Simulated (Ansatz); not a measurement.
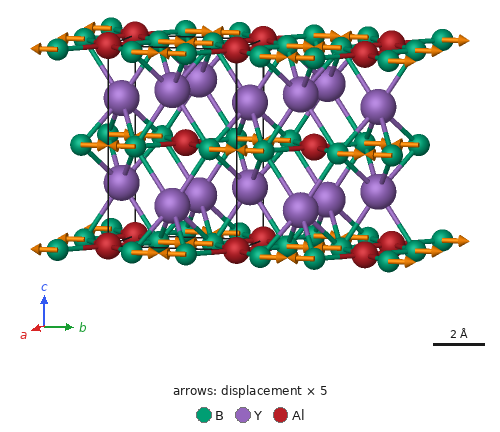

This is a relaxation of a crystal of Y2AlB2 (a generated structure, set up in Immm). The starting structure is drawn; orange arrows show the displacements (the part carried along by the change of the cell is left out), magnified 5 times.

The picture is a ball-and-stick view of the conventional cell (2 times the calculation's cell), repeated 1 × 2 × 1 with one cell outlined, seen slightly off an axis. Lengths and directions refer to the drawn axes.

The start is a swapped structure.

Level of theory: Ansatz 0.2.0, DFT, PAW plane waves, PBE.

Input file:
```yaml
crystal:
  lattice:
    - [0.0, 0.0, 3.746425]
    - [4.006824, -2.658574, 1.873212]
    - [4.006824, 2.658574, -1.873212]
  atoms:
    - { symbol: B, position: [0.7898, 0.7102, 0.2898] }
    - { symbol: B, position: [0.2102, 0.2898, 0.7102] }
    - { symbol: "Y", position: [0.5, 0.71145, 0.71145] }
    - { symbol: "Y", position: [0.5, 0.28855, 0.28855] }
    - { symbol: Al, position: [0.0, 0.0, 0.0] }
  symmetry: { tolerance: 0.0003 }
kpoints:
  mp_grid: { grid: [6, 6, 6], shift: [0, 0, 0] }
magnetization:
  spin_polarized: false
scf:
  occupations: { method: fermi_dirac, width: 0.0155 }
  lower_state_search: "off"
hamiltonian:
  pseudopotentials: { kind: paw }
  xc: pbe
basis:
  ecutwfc: 420
  fft_grid_basis: typed
relax:
  max_steps: 80
  cell: { p_target: 5.0 }
  f_tol: 0.03
output:
  forces: true
  stress: true
  eigenvalues: true
  bader: true
  populations: true
  elf: true
  write_potential: true
  volumetric_format: npy
  dos:
    e_range: [-12, 8]
    de: 0.05
    projected: { site_lists: { Al: [Al], B: [B], "Y": ["Y"] } }
  write_density: true
checkpoint:
  read: saved_state
```

Run as
```bash
ansatz run input.yaml --threads 2 --pin off --max-ram 2560MiB --backend cpu --events-out ev --progress --plain --runs-dir out
```

> Describe the change and its energy.

The largest moves relative to the cell, 0.23 Å, are those of B1 and B2. B2 goes along +b. Largest moves by element: B 0.23 Å, Y 0.03 Å. Al stays in place. The drawn cell changes as follows: a 3.746 → 3.654 Å (−2.5 %), b 5.317 → 5.110 Å (−3.9 %), c 8.014 → 8.429 Å (+5.2 %); the volume changes by −1.4 %. Among the contacts that change: B1–B2 2.235 → 1.692 Å, B1–Y3 2.779 → 3.001 Å, Y3–Y4 3.389 → 3.495 Å, B1–Y3 (another image) 2.762 → 2.666 Å. New bonds form: B1–B2 (2.24 → 1.69 Å). Among the angles between lasting bonds that change: B1–Al5–B2 78.9° → 86.2°, B1–Al5–B1 101.1° → 93.8°, B1–Y4–B2 104.3° → 98.1°. The space group stays Immm (No. 71). The energy falls by 0.616 eV per cell of the calculation in 7 accepted moves (10 points after the start). With the target pressure of 5 GPa, the enthalpy E + pV changes by −0.651 eV per cell of the calculation. Largest force component: 0.96 eV/Å at the start, 0.0016 eV/Å at the end. Pressure: 2.46 GPa at the start and 4.99 GPa at the end. The line search rejected the trial step at point 3 of the run. The SCF was repeated twice at an unchanged geometry on a basis and grid sized afresh for the cell, which shifted the energy by 0.3 meV per cell of the calculation at most.
